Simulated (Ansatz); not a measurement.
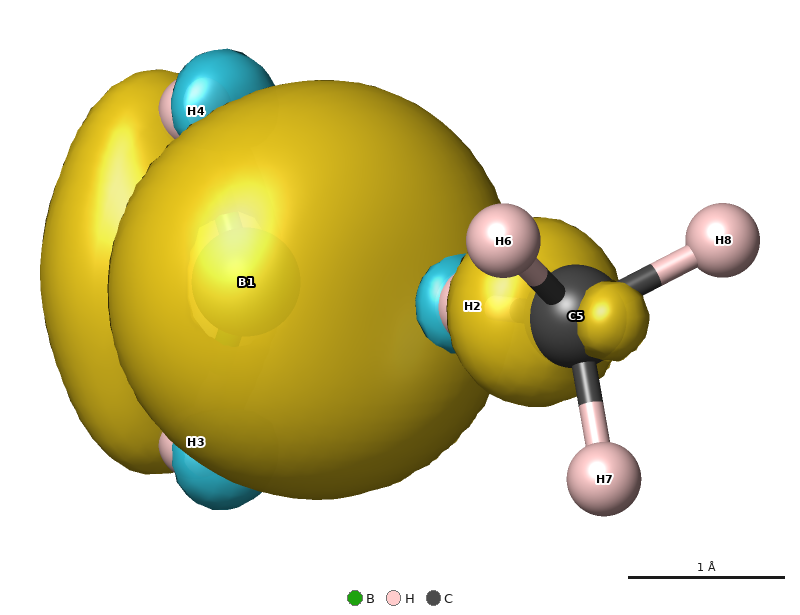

BH$_{2}$···CH$_{4}$ (doublet). Isosurfaces of the spin density at +0.015 (yellow) and −0.015 e/Å³ (cyan), seen at an oblique angle.

Not at a stationary point (largest force 0.7 eV/Å).

The calculation used UHF/def2-SVP (Ansatz).

```xyz
8

B     0.0002   -0.0001   -0.4614
H    -0.0001    0.0000    1.9441
H     1.0678    0.0000   -1.0014
H    -1.0677    0.0000   -1.0009
C     0.0001    0.0000    3.0457
H    -0.5547   -0.8635    3.4118
H     1.0254   -0.0484    3.4116
H    -0.4708    0.9119    3.4119
```

> Describe the spin distribution.

The unpaired spin (1 electron) lies mostly on B1 (about 0.8), in electrons by Hirshfeld's partition.
